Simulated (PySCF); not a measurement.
```xyz
11

F     2.3723    1.8759   -0.2117
C     1.6520    0.7571   -0.1540
C     2.1073   -0.5148   -0.2001
P     0.7314   -1.6182   -0.0877
C    -0.3055   -0.2449    0.0108
Si   -2.1798   -0.1248    0.2010
O     0.3482    0.9415   -0.0384
H     3.1410   -0.7858   -0.2891
H    -2.5411   -0.5336    1.5598
H    -2.7927   -1.0225   -0.7770
H    -2.5277    1.2728   -0.0397
```

Geometry: GFN2-xTB.

All numbers below come from PBE0/pcSseg-1, SCF density, gas phase, non-relativistic in PySCF 2.14.0.

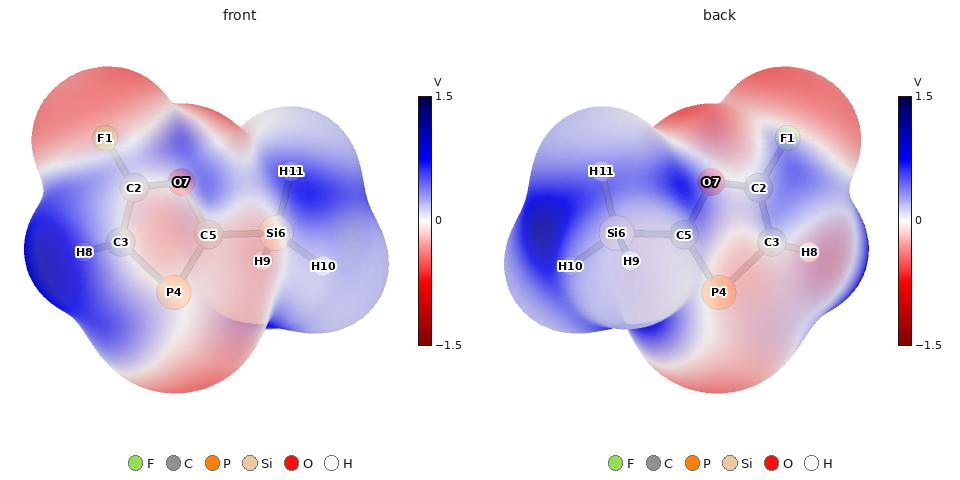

C3H4FOPSi (SMILES Fc1cpc([SiH3])o1). The molecular electrostatic potential painted on the density surface at 0.001 e/bohr³, seen from the front and from behind; the colour scale runs from red (negative) to blue (positive).

Which sites attract a positive test charge, and which a negative one?

Answer. A positive charge is drawn to the negative regions and a negative charge to the positive ones. The most negative region (about −0.5 V) lies over F1 and O7, the most positive (about +1.0 V) over Si6 and H8.
